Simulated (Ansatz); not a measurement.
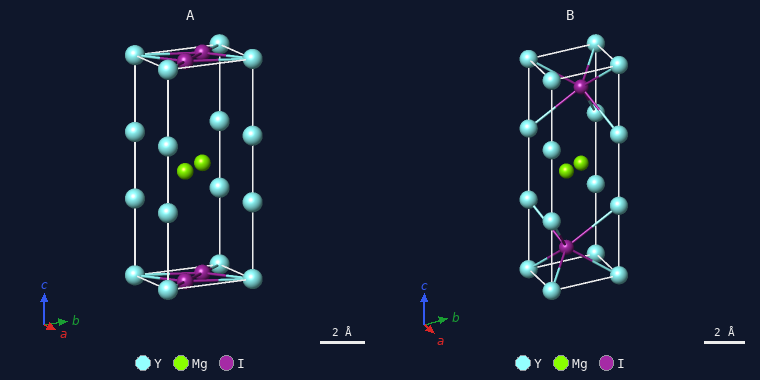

Two structures of Y3Mg2I2, each relaxed to rest (conventional cells in solid outline, small ones repeated, not to one scale). Method: DFT PBE, scalar-relativistic, plane waves, PAW (Ansatz 0.2.0), without spin polarisation.

Which structures are these?

Answer. A: 7 atoms a cell on a primitive hexagonal lattice, P6/mmm. B: 7 atoms a cell on a primitive hexagonal lattice, P-3m1.

Which of the two does the method prefer?

Answer. B is lower, by 342 meV/atom at this level of theory (energies at zero smearing). Volumes: A 39.2, B 30.7 Å³/atom.

One or both may be structure types tried for this composition rather than known phases.
